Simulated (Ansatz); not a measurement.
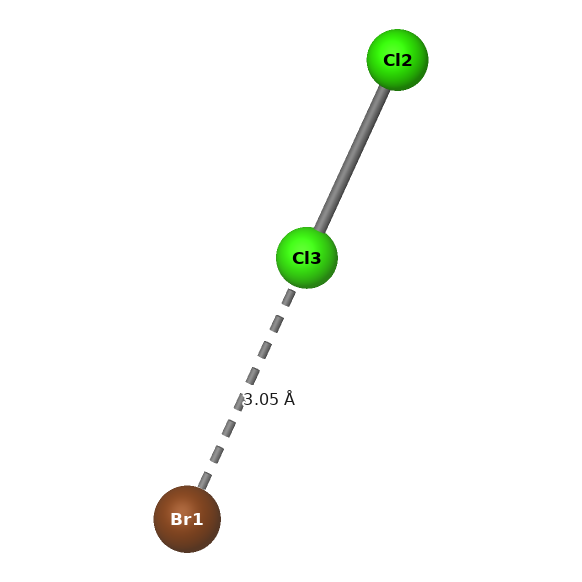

Two molecules or ions; the broken line marks their closest contact (measured against van der Waals radii). The species has charge −1 and is a spin singlet. Geometry: a pair of rigid molecules at a changed separation. Program: Ansatz 0.2.0.

Q: Which two species are they?

A: Br and Cl2 (`ClCl.[Br-]`).

Give the counterpoise-corrected interaction energy (kJ/mol, monomers kept as in the pair) with RHF-CCSD(T) (frozen core)/def2-TZVPPD; ωB97M-V/def2-TZVPPD.

```tsv
level	interaction energy (kJ/mol)
RHF-CCSD(T) (frozen core)/def2-TZVPPD	−98.0
ωB97M-V/def2-TZVPPD	−106.6
```
